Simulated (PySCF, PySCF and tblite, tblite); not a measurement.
# C5H8O3: a path driven as rotation about a bond, and NMR exchange, part 2 of 2

PySCF and tblite. Atoms count from 0. The steps go on from the part before.

### Step 9. Kinetics and line shapes

What the job is given:

```
{"job": {"smiles": "COC(=O)C=C(C)O", "charge": 0, "mult": 1, "motion": "rotation", "what": "diene or enone", "atoms": [2, 4], "drives": [{"terms": [["t", [1, 2, 4, 5], 0.25], ["t", [1, 2, 4, 11], 0.25], ["t", [3, 2, 4, 5], 0.25], ["t", [3, 2, 4, 11], 0.25]], "by": 180, "n": 12}], "study": "path", "level": {"kind": "nmr", "xc": "revPBE", "basis": "pcSseg-1"}, "fields": [300, 400, 700], "first": 0, "seed": 483, "kind": "path"}, "charge": 0, "multiplicity": 1}
C      3.139546    -0.003956     0.488386
O      1.787511     0.115573     0.899190
C      0.864488    -0.033431    -0.061204
O      1.162745    -0.260569    -1.228993
C     -0.488143     0.100998     0.425866
C     -1.542281    -0.021711    -0.417163
C     -2.961863     0.106526     0.029663
O     -1.398638    -0.267362    -1.713001
H      3.376962     0.750681    -0.264748
H      3.322262    -0.992870     0.062097
H      3.741937     0.144412     1.380715
H     -0.623319     0.300289     1.472826
H     -3.496101    -0.814418    -0.196814
H     -3.444274     0.908315    -0.526321
H     -3.020378     0.311393     1.092994
H     -0.428056    -0.334926    -1.906285
```

Standard output:

```text
stationary points (kcal/mol above the start)
  n  kind          group   xTB      DFT    lowest mode
  0  minimum      Cs       0.00     0.00      55.8
  1  saddle       C1      13.47    19.50     -97.8
  2  minimum      Cs       4.53     4.46      53.6

GFN2-xTB energies: T/K, barrier G, reaction G (kcal/mol), k forward, k back (1/s)
 150.00    12.95     4.53   8.59e-07       3.37
 200.00    12.96     4.50      0.058   4.78e+03
 250.00    12.97     4.47       47.5   3.85e+05
 298.15    12.99     4.44   3.71e+03    6.7e+06
 350.00    13.02     4.41   1.08e+05   6.13e+07
 400.00    13.05     4.38   1.24e+06   3.04e+08
 500.00    13.12     4.31   3.83e+07   2.93e+09

revPBE/pcSseg-1 + D3(BJ) energies: T/K, barrier G, reaction G (kcal/mol), k forward, k back (1/s)
 150.00    18.97     4.46   1.42e-15   4.41e-09
 200.00    18.98     4.43    1.5e-08    0.00104
 250.00    19.00     4.40   0.000256        1.8
 298.15    19.02     4.37      0.142        227
 350.00    19.05     4.34       18.6   9.55e+03
 400.00    19.08     4.31        629   1.42e+05
 500.00    19.15     4.24   8.87e+04   6.33e+06
```

Wall time 1.8 min (1 thread of Intel Xeon Platinum 8488C, shared host); peak memory 0.68 GiB. This counts the whole study up to here.

Barriers by level (kcal/mol; entropies in cal/(mol K)). Zero-point and thermal terms come from xTB in every row. ΔG‡ leaves symmetry out; the rate counts equivalent paths (a factor of 2); effective ΔG‡, where given, is the barrier that would give that rate by Eyring's equation alone:

| level | ΔE‡ | with zero-point | ΔH‡ | ΔS‡ | ΔG‡ (298 K) | ΔE of reaction | k at 298 K (1/s) | effective ΔG‡ |
| --- | --- | --- | --- | --- | --- | --- | --- | --- |
| GFN2-xTB | 13.47 | 12.97 | 12.83 | -0.6 | 12.99 | 4.53 | 3.7e+03 | 12.58 |
| revPBE/pcSseg-1 + D3(BJ) | 19.50 | 19.00 | 18.86 | -0.6 | 19.02 | 4.46 | 0.14 | 18.61 |

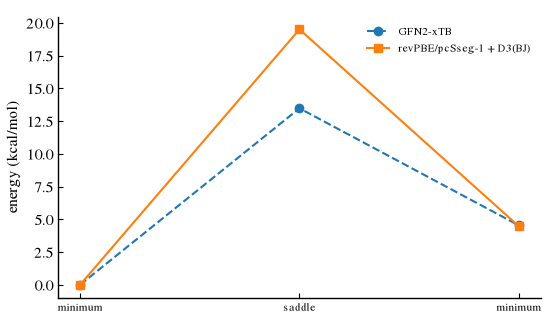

The xTB stationary points, at both levels.

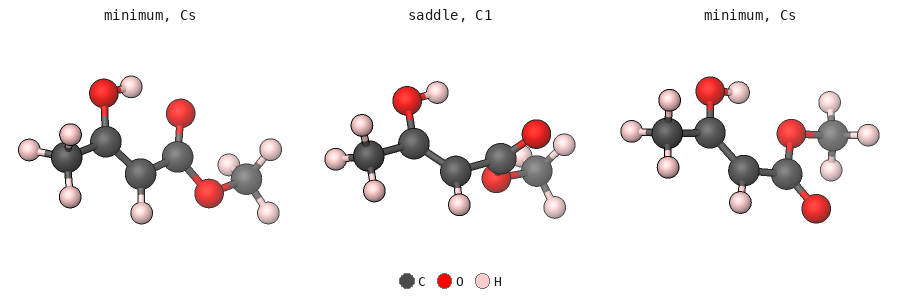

The stationary points in order.

Sites that the driver pairs across this motion, and where their lines would merge (no couplings; faster rotations, inversion at nitrogen or exchange between molecules can average them sooner):

| nucleus | sites: shielding (ppm) | proton frequency (MHz) | spread (Hz) | coalescence (K) | lines at 298 K |
| --- | --- | --- | --- | --- | --- |
| $^{17}$O | O3: -11.9; O3 (end): -89.6 | 700 | 7373 | not given | – |
| $^{1}$H | H15: 19.11; H15 (end): 22.68 | 700 | 2498 | not given | – |
| $^{13}$C | C2: 9.2; C2 (end): 17.6 | 700 | 1495 | not given | – |
| $^{17}$O | O1: 141.5; O1 (end): 156.6 | 700 | 1440 | not given | – |
| $^{13}$C | C5: 5.5; C5 (end): 11.4 | 700 | 1050 | not given | – |
| $^{17}$O | O7: 145.3; O7 (end): 152.0 | 700 | 631 | not given | – |
| $^{13}$C | C4: 91.6; C4 (end): 88.1 | 700 | 611 | not given | – |
| $^{13}$C | C0: 129.6; C0 (end): 130.3 | 700 | 126 | not given | – |

A dash: the driver gave no coalescence for this row (it judged the minor form too scarce).

Rows that set an atom against itself at the end compare its shielding in the two forms.

Lines of quadrupolar nuclei are broad, so their coalescence could hardly be seen.

### Step 10. Shieldings, start: revPBE/pcSseg-1 in acetonitrile

What the job is given:

```
{"job": {"kind": "nmr", "xc": "revPBE", "basis": "pcSseg-1", "solvent": "acetonitrile", "pop": false}, "charge": 0, "multiplicity": 1}
C      3.139546    -0.003956     0.488386
O      1.787511     0.115573     0.899190
C      0.864488    -0.033431    -0.061204
O      1.162745    -0.260569    -1.228993
C     -0.488143     0.100998     0.425866
C     -1.542281    -0.021711    -0.417163
C     -2.961863     0.106526     0.029663
O     -1.398638    -0.267362    -1.713001
H      3.376962     0.750681    -0.264748
H      3.322262    -0.992870     0.062097
H      3.741937     0.144412     1.380715
H     -0.623319     0.300289     1.472826
H     -3.496101    -0.814418    -0.196814
H     -3.444274     0.908315    -0.526321
H     -3.020378     0.311393     1.092994
H     -0.428056    -0.334926    -1.906285
```

Standard output:

```text
coarse grid: 13648 points
cycle   1  E = -420.5616538451  dE =  1.165e+00  |g| = 1.098e+00  |ddm| = 3.624e+00
cycle   2  E = -419.9069464468  dE =  6.547e-01  |g| = 2.132e+00  |ddm| = 2.272e+00
cycle   3  E = -420.7383278367  dE = -8.314e-01  |g| = 4.536e-01  |ddm| = 1.771e+00
cycle   4  E = -420.7789627464  dE = -4.063e-02  |g| = 1.339e-01  |ddm| = 3.871e-01
cycle   5  E = -420.7811838618  dE = -2.221e-03  |g| = 6.760e-02  |ddm| = 1.130e-01
cycle   6  E = -420.7821211807  dE = -9.373e-04  |g| = 1.337e-02  |ddm| = 5.734e-02
cycle   7  E = -420.7821532660  dE = -3.209e-05  |g| = 5.639e-03  |ddm| = 1.348e-02
cycle   8  E = -420.7821593826  dE = -6.117e-06  |g| = 2.065e-03  |ddm| = 5.352e-03
final grid: 132640 points
cycle   9  E = -420.8801637986  dE =  1.395e-06  |g| = 2.688e-02  |ddm| = 5.193e-02
cycle  10  E = -420.8797052992  dE =  4.585e-04  |g| = 5.587e-02  |ddm| = 5.392e-02
cycle  11  E = -420.8802926748  dE = -5.874e-04  |g| = 5.944e-03  |ddm| = 3.914e-02
cycle  12  E = -420.8802992536  dE = -6.579e-06  |g| = 1.331e-03  |ddm| = 4.134e-03
cycle  13  E = -420.8802995544  dE = -3.007e-07  |g| = 4.037e-04  |ddm| = 1.085e-03
cycle  14  E = -420.8802995896  dE = -3.526e-08  |g| = 7.318e-05  |ddm| = 3.415e-04
cycle  15  E = -420.8802995908  dE = -1.127e-09  |g| = 2.446e-05  |ddm| = 7.720e-05
cycle  16  E = -420.8802995909  dE = -8.947e-11  |g| = 1.114e-05  |ddm| = 2.078e-05
converged SCF energy = -420.8802995909

GIAO shielding tensors (ppm)
atom      isotropic    diamagn.    paramagn.     s11        s22        s33       span
  0 C      129.368     242.671    -113.303     98.905    114.540    174.659     75.755
  1 O      139.122     400.503    -261.381    -15.581    214.428    218.518    234.100
  2 C        8.322     253.169    -244.847    -66.594     20.220     71.339    137.933
  3 O        1.633     406.726    -405.093   -181.846   -115.553    302.298    484.143
  4 C       91.985     258.077    -166.093     14.518    122.774    138.663    124.145
  5 C        3.067     254.243    -251.176    -95.967      0.129    105.041    201.008
  6 C      158.716     247.288     -88.572    141.814    147.911    186.424     44.610
  7 O      148.677     395.142    -246.465     20.183    122.078    303.770    283.587
  8 H       27.674      28.417      -0.743     24.014     25.612     33.396      9.382
  9 H       27.677      28.427      -0.750     24.016     25.611     33.405      9.389
 10 H       27.799      27.284       0.515     24.260     26.245     32.893      8.633
 11 H       26.571      35.844      -9.273     23.584     25.399     30.729      7.144
 12 H       29.504      27.088       2.416     26.129     27.498     34.885      8.756
 13 H       29.512      27.071       2.441     26.127     27.521     34.889      8.762
 14 H       29.892      29.372       0.520     25.929     29.371     34.376      8.447
 15 H       19.180      34.171     -14.991      7.160     18.438     31.942     24.782
```

Run time: 18 s. Hardware: 1 thread of Intel Xeon Platinum 8488C, shared host; peak memory 0.73 GiB.

This run: HOMO -5.80 eV, LUMO -1.65 eV; dipole 2.04 D.

### Step 11. Single-point energy, saddle of leg 1: revPBE/pcSseg-1 in acetonitrile

What the job is given:

```
{"job": {"kind": "sp", "xc": "revPBE", "basis": "pcSseg-1", "solvent": "acetonitrile", "pop": false}, "charge": 0, "multiplicity": 1}
C      2.980710    -0.433146     0.342308
O      1.577996    -0.356889     0.563880
C      0.911912     0.686219     0.043689
O      1.423562     1.540654    -0.632718
C     -0.529982     0.622385     0.411680
C     -1.447471    -0.036872    -0.294410
C     -2.897908    -0.093454     0.064749
O     -1.174694    -0.733548    -1.425372
H      3.286828     0.334617    -0.371231
H      3.205266    -1.426207    -0.045685
H      3.493374    -0.282180     1.292820
H     -0.804125     1.172888     1.295035
H     -3.202386    -1.132516     0.173107
H     -3.487254     0.342033    -0.739917
H     -3.091047     0.441921     0.987633
H     -0.244780    -0.645904    -1.665570
```

Standard output:

```text
coarse grid: 13648 points
cycle   1  E = -420.5177533615  dE =  1.153e+00  |g| = 1.129e+00  |ddm| = 3.608e+00
cycle   2  E = -419.7466123299  dE =  7.711e-01  |g| = 2.282e+00  |ddm| = 2.400e+00
cycle   3  E = -420.6910443285  dE = -9.444e-01  |g| = 5.435e-01  |ddm| = 1.897e+00
cycle   4  E = -420.7485433519  dE = -5.750e-02  |g| = 1.557e-01  |ddm| = 4.376e-01
cycle   5  E = -420.7518569535  dE = -3.314e-03  |g| = 7.121e-02  |ddm| = 1.250e-01
cycle   6  E = -420.7529130966  dE = -1.056e-03  |g| = 1.519e-02  |ddm| = 5.904e-02
cycle   7  E = -420.7529458842  dE = -3.279e-05  |g| = 8.913e-03  |ddm| = 1.706e-02
cycle   8  E = -420.7529645489  dE = -1.866e-05  |g| = 2.043e-03  |ddm| = 8.187e-03
cycle   9  E = -420.7529654477  dE = -8.988e-07  |g| = 4.883e-04  |ddm| = 2.012e-03
final grid: 132640 points
cycle  10  E = -420.8542873563  dE = -1.838e-06  |g| = 2.523e-02  |ddm| = 4.181e-02
cycle  11  E = -420.8539159473  dE =  3.714e-04  |g| = 5.148e-02  |ddm| = 4.756e-02
cycle  12  E = -420.8543975885  dE = -4.816e-04  |g| = 5.787e-03  |ddm| = 3.434e-02
cycle  13  E = -420.8544044126  dE = -6.824e-06  |g| = 1.252e-03  |ddm| = 4.274e-03
cycle  14  E = -420.8544046831  dE = -2.705e-07  |g| = 4.505e-04  |ddm| = 1.021e-03
cycle  15  E = -420.8544047161  dE = -3.299e-08  |g| = 2.082e-04  |ddm| = 4.280e-04
cycle  16  E = -420.8544047262  dE = -1.009e-08  |g| = 3.994e-05  |ddm| = 1.903e-04
cycle  17  E = -420.8544047265  dE = -3.482e-10  |g| = 1.236e-05  |ddm| = 3.953e-05
converged SCF energy = -420.8544047265
```

It took 10 s on 1 thread of Intel Xeon Platinum 8488C, shared host; peak memory 0.66 GiB.

This run: HOMO -5.48 eV, LUMO -1.04 eV; dipole 2.15 D.

### Step 12. Shieldings, end: revPBE/pcSseg-1 in acetonitrile

What the job is given:

```
{"job": {"kind": "nmr", "xc": "revPBE", "basis": "pcSseg-1", "solvent": "acetonitrile", "pop": false}, "charge": 0, "multiplicity": 1}
C      2.866184    -0.386653    -0.170429
O      1.447952    -0.335446    -0.182865
C      0.888372     0.744012     0.450902
O      1.572663     1.584231     0.981330
C     -0.563563     0.758657     0.413761
C     -1.376682    -0.147435    -0.167112
C     -2.865952    -0.020280    -0.138479
O     -0.964278    -1.237663    -0.820051
H      3.280093     0.462229    -0.718074
H      3.140762    -1.322528    -0.650985
H      3.236374    -0.357029     0.855965
H     -0.995825     1.607191     0.917623
H     -3.293386    -0.896151     0.346431
H     -3.245448     0.005483    -1.158380
H     -3.174824     0.875222     0.388732
H      0.008111    -1.275929    -0.810019
```

Standard output:

```text
coarse grid: 13648 points
cycle   1  E = -420.5461472630  dE =  1.151e+00  |g| = 1.118e+00  |ddm| = 3.638e+00
cycle   2  E = -419.7719642886  dE =  7.742e-01  |g| = 2.259e+00  |ddm| = 2.835e+00
cycle   3  E = -420.7199299170  dE = -9.480e-01  |g| = 5.161e-01  |ddm| = 2.334e+00
cycle   4  E = -420.7719641824  dE = -5.203e-02  |g| = 1.381e-01  |ddm| = 4.455e-01
cycle   5  E = -420.7741050476  dE = -2.141e-03  |g| = 7.669e-02  |ddm| = 1.222e-01
cycle   6  E = -420.7753232677  dE = -1.218e-03  |g| = 1.468e-02  |ddm| = 6.422e-02
cycle   7  E = -420.7753616388  dE = -3.837e-05  |g| = 6.693e-03  |ddm| = 1.535e-02
cycle   8  E = -420.7753707496  dE = -9.111e-06  |g| = 2.366e-03  |ddm| = 6.380e-03
final grid: 132640 points
cycle   9  E = -420.8752400442  dE =  1.705e-05  |g| = 2.702e-02  |ddm| = 4.574e-02
cycle  10  E = -420.8747712480  dE =  4.688e-04  |g| = 5.631e-02  |ddm| = 5.882e-02
cycle  11  E = -420.8753705028  dE = -5.993e-04  |g| = 6.209e-03  |ddm| = 4.343e-02
cycle  12  E = -420.8753776433  dE = -7.141e-06  |g| = 1.317e-03  |ddm| = 4.654e-03
cycle  13  E = -420.8753779532  dE = -3.099e-07  |g| = 3.435e-04  |ddm| = 1.042e-03
cycle  14  E = -420.8753779790  dE = -2.585e-08  |g| = 7.979e-05  |ddm| = 3.203e-04
cycle  15  E = -420.8753779803  dE = -1.256e-09  |g| = 2.676e-05  |ddm| = 7.697e-05
cycle  16  E = -420.8753779804  dE = -1.113e-10  |g| = 9.601e-06  |ddm| = 2.051e-05
converged SCF energy = -420.8753779804

GIAO shielding tensors (ppm)
atom      isotropic    diamagn.    paramagn.     s11        s22        s33       span
  0 C      129.832     241.723    -111.891     97.348    117.496    174.651     77.303
  1 O      148.382     405.537    -257.155    -22.963    209.719    258.390    281.353
  2 C       15.031     251.981    -236.949    -67.470     48.856     63.707    131.177
  3 O      -56.656     404.716    -461.372   -281.614   -159.096    270.743    552.358
  4 C       89.611     256.838    -167.227     24.105    120.195    124.535    100.430
  5 C        7.880     252.554    -244.674    -91.392      7.291    107.740    199.132
  6 C      158.586     247.424     -88.839    140.886    148.813    186.058     45.172
  7 O      149.791     395.887    -246.097     39.418    131.166    278.788    239.369
  8 H       27.791      28.222      -0.430     23.914     25.449     34.011     10.097
  9 H       27.750      28.440      -0.690     24.069     26.334     32.846      8.777
 10 H       27.600      28.352      -0.751     23.885     25.357     33.559      9.673
 11 H       26.750      34.103      -7.353     23.134     26.475     30.640      7.505
 12 H       29.520      27.455       2.065     26.145     27.588     34.828      8.684
 13 H       29.534      27.397       2.137     26.136     27.626     34.838      8.702
 14 H       29.883      28.679       1.204     25.816     29.373     34.460      8.644
 15 H       22.266      35.666     -13.400     12.007     21.466     33.324     21.317
```

Wall time 18 s (1 thread of Intel Xeon Platinum 8488C, shared host); peak memory 0.75 GiB.

This run: HOMO -5.85 eV, LUMO -1.62 eV; dipole 2.79 D.

### Step 13. Second level: revPBE/pcSseg-1 + D3(BJ), IEF-PCM acetonitrile

What the job is given:

```
{"job": {"smiles": "COC(=O)C=C(C)O", "charge": 0, "mult": 1, "motion": "rotation", "what": "diene or enone", "atoms": [2, 4], "drives": [{"terms": [["t", [1, 2, 4, 5], 0.25], ["t", [1, 2, 4, 11], 0.25], ["t", [3, 2, 4, 5], 0.25], ["t", [3, 2, 4, 11], 0.25]], "by": 180, "n": 12}], "study": "path", "level": {"kind": "nmr", "xc": "revPBE", "basis": "pcSseg-1", "wide": true, "solvent": "acetonitrile"}, "fields": [300, 400, 700], "first": 0, "seed": 483, "kind": "pathvar"}, "charge": 0, "multiplicity": 1}
C      3.139546    -0.003956     0.488386
O      1.787511     0.115573     0.899190
C      0.864488    -0.033431    -0.061204
O      1.162745    -0.260569    -1.228993
C     -0.488143     0.100998     0.425866
C     -1.542281    -0.021711    -0.417163
C     -2.961863     0.106526     0.029663
O     -1.398638    -0.267362    -1.713001
H      3.376962     0.750681    -0.264748
H      3.322262    -0.992870     0.062097
H      3.741937     0.144412     1.380715
H     -0.623319     0.300289     1.472826
H     -3.496101    -0.814418    -0.196814
H     -3.444274     0.908315    -0.526321
H     -3.020378     0.311393     1.092994
H     -0.428056    -0.334926    -1.906285
```

Standard output:

```text
stationary points (kcal/mol above the start)
  n  kind          group   xTB      DFT    lowest mode
  0  minimum      Cs       0.00     0.00      55.8
  1  saddle       C1      13.47    16.58     -97.8
  2  minimum      Cs       4.53     2.96      53.6

GFN2-xTB energies: T/K, barrier G, reaction G (kcal/mol), k forward, k back (1/s)
 150.00    12.95     4.53   8.59e-07       3.37
 200.00    12.96     4.50      0.058   4.78e+03
 250.00    12.97     4.47       47.5   3.85e+05
 298.15    12.99     4.44   3.71e+03    6.7e+06
 350.00    13.02     4.41   1.08e+05   6.13e+07
 400.00    13.05     4.38   1.24e+06   3.04e+08
 500.00    13.12     4.31   3.83e+07   2.93e+09

revPBE/pcSseg-1 + D3(BJ) energies: T/K, barrier G, reaction G (kcal/mol), k forward, k back (1/s)
 150.00    18.97     4.46   1.42e-15   4.41e-09
 200.00    18.98     4.43    1.5e-08    0.00104
 250.00    19.00     4.40   0.000256        1.8
 298.15    19.02     4.37      0.142        227
 350.00    19.05     4.34       18.6   9.55e+03
 400.00    19.08     4.31        629   1.42e+05
 500.00    19.15     4.24   8.87e+04   6.33e+06

revPBE/pcSseg-1 + D3(BJ), IEF-PCM acetonitrile energies: T/K, barrier G, reaction G (kcal/mol), k forward, k back (1/s)
 150.00    16.05     2.95   2.57e-11   5.09e-07
 200.00    16.06     2.92   2.34e-05     0.0366
 250.00    16.08     2.89     0.0917       31.1
 298.15    16.10     2.87       19.7   2.48e+03
 350.00    16.13     2.83   1.24e+03   7.31e+04
 400.00    16.16     2.80   2.48e+04   8.42e+05
 500.00    16.23     2.73   1.68e+06   2.63e+07
```

Wall time 2.6 min (1 thread of Intel Xeon Platinum 8488C, shared host); peak memory 0.75 GiB. This counts the runs that the step sums up.

Barriers by level (kcal/mol; entropies in cal/(mol K)). Zero-point and thermal terms come from xTB in every row. ΔG‡ leaves symmetry out; the rate counts equivalent paths (a factor of 2); effective ΔG‡, where given, is the barrier that would give that rate by Eyring's equation alone:

| level | ΔE‡ | with zero-point | ΔH‡ | ΔS‡ | ΔG‡ (298 K) | ΔE of reaction | k at 298 K (1/s) | effective ΔG‡ |
| --- | --- | --- | --- | --- | --- | --- | --- | --- |
| GFN2-xTB | 13.47 | 12.97 | 12.83 | -0.6 | 12.99 | 4.53 | 3.7e+03 | 12.58 |
| revPBE/pcSseg-1 + D3(BJ) | 19.50 | 19.00 | 18.86 | -0.6 | 19.02 | 4.46 | 0.14 | 18.61 |
| revPBE/pcSseg-1 + D3(BJ), IEF-PCM acetonitrile | 16.58 | 16.08 | 15.93 | -0.6 | 16.10 | 2.96 | 20 | 15.69 |

### Step 14. Summary of results

What follows sums up all 2 parts.

| quantity | value |
| --- | --- |
| barrier (revPBE/pcSseg-1 + D3(BJ)) | ΔE‡ 19.5, ΔG‡(298 K) 19.0 kcal/mol |
| barrier (GFN2-xTB) | ΔE‡ 13.5 kcal/mol |
| rate at 298 K | 0.14 s⁻¹ |
| end of the path | 4.5 kcal/mol from the start |

In words: DFT puts the top 19.5 kcal/mol above the start (xTB: 13.5); the rate from the DFT barrier is 0.14 s⁻¹ at 298 K. An error of 1.4 kcal/mol changes that rate tenfold. revPBE/pcSseg-1 + D3(BJ), IEF-PCM acetonitrile moves the barrier from 19.5 to 16.6 kcal/mol.
